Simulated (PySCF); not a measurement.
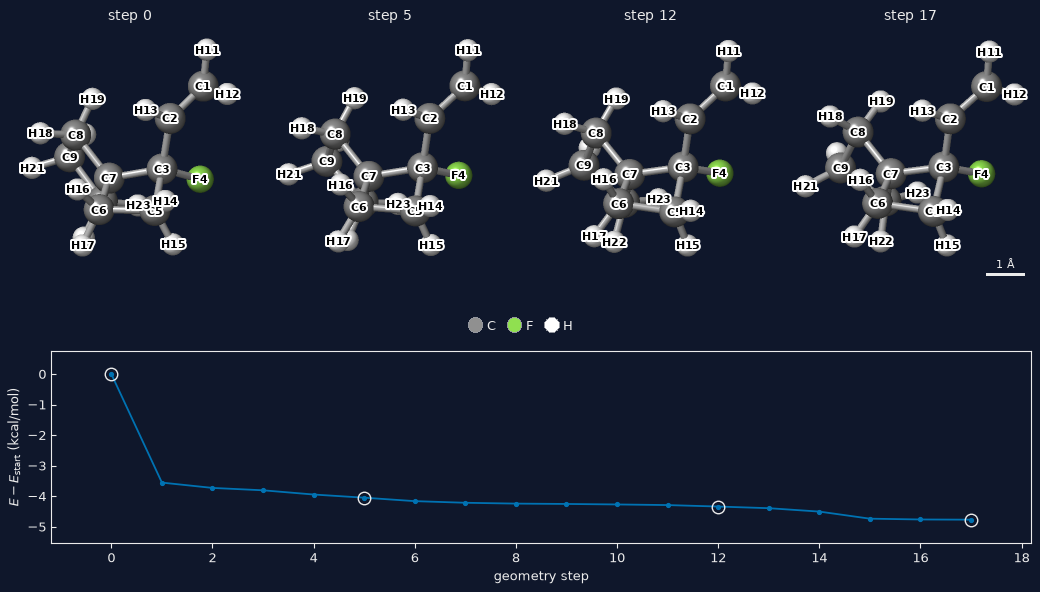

Frames of a relaxation of C$_{9}$H$_{13}$F, marked on the history of the run. Style: ball-and-stick. Shown from a free direction.

The start comes from GFN2-xTB. Its atoms were then displaced at random by about 0.01 Å.

Method: PBE0-D3(BJ)/def2-SVP geometry optimisation, gas phase (PySCF 2.14.0, density-fitted response routines). 

Q: Describe the path.

A: The largest move after the best rigid fit is that of an H atom, 0.92 Å. Largest moves by element: H 0.92 Å, C 0.40 Å, F 0.15 Å. Some distances before and after: C–H 1.065 → 1.096 Å, C–C 1.309 → 1.332 Å, C–H 1.122 → 1.100 Å, C–C 1.528 → 1.547 Å. Among the angles between lasting bonds that change: C–C–H 112.7° → 118.2°, C–C–H 116.9° → 111.8°, C–C–C 121.2° → 125.8°. Groups turn about C–C by about 25°, C–C by about 25°, C–C by about 25°. Over 17 geometry steps the energy falls by 4.77 kcal/mol. From step 0 to 5: an H atom moves most (0.27 Å), energy −4.05 kcal/mol. From step 5 to 12: an H atom moves most (0.30 Å), energy −0.29 kcal/mol. From step 12 to 17: an H atom moves most (0.37 Å), energy −0.43 kcal/mol.

```tsv
step	E − E(0), kcal/mol
0	0.00
1	-3.55
2	-3.73
3	-3.81
4	-3.94
5	-4.05
6	-4.16
7	-4.21
8	-4.24
9	-4.25
10	-4.27
11	-4.29
12	-4.34
13	-4.39
14	-4.50
15	-4.73
16	-4.76
17	-4.77
```
